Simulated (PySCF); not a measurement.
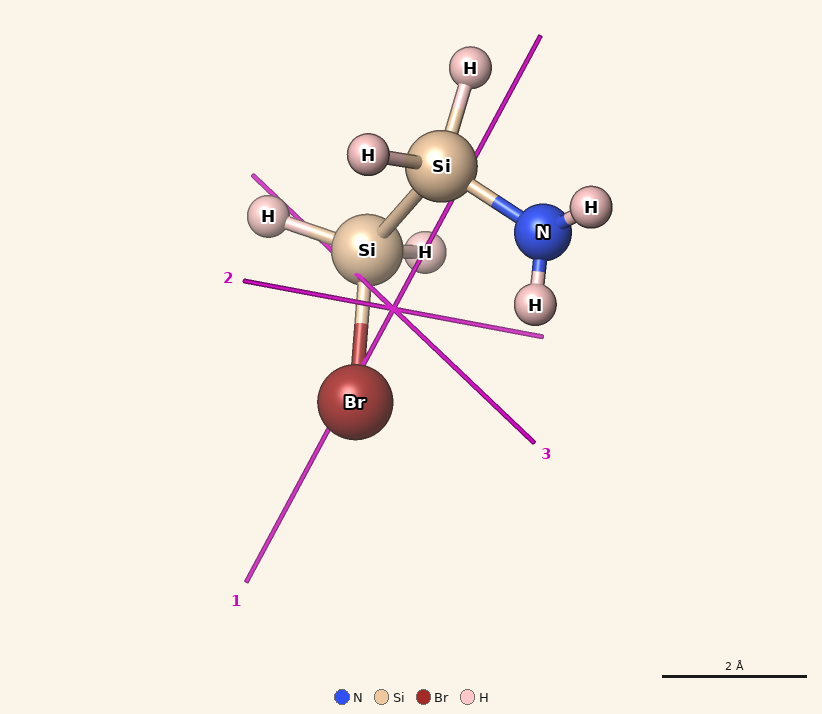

The three principal axes of inertia are drawn and numbered. Depth is shown by fading: the farther an atom, the more it takes the colour of the background. The geometry was computed by an optimisation with PBE0-D3(BJ)/def2-SVP. No frequency run is at hand to confirm it as a minimum. Masses are those of the most abundant isotopes; constants are for the rigid equilibrium geometry.

Question: Which line is the a axis (least moment of inertia), which b and which c?

Answer: a is line 1, b is line 3, c is line 2; the moments are 109, 405, 479 u Å².

Question: What kind of rotor is it, and what are its rotational constants in GHz?

Answer: An asymmetric top (C1): A = 4.65, B = 1.25, C = 1.05 GHz. Ray's parameter κ is −0.89, close to the prolate limit.
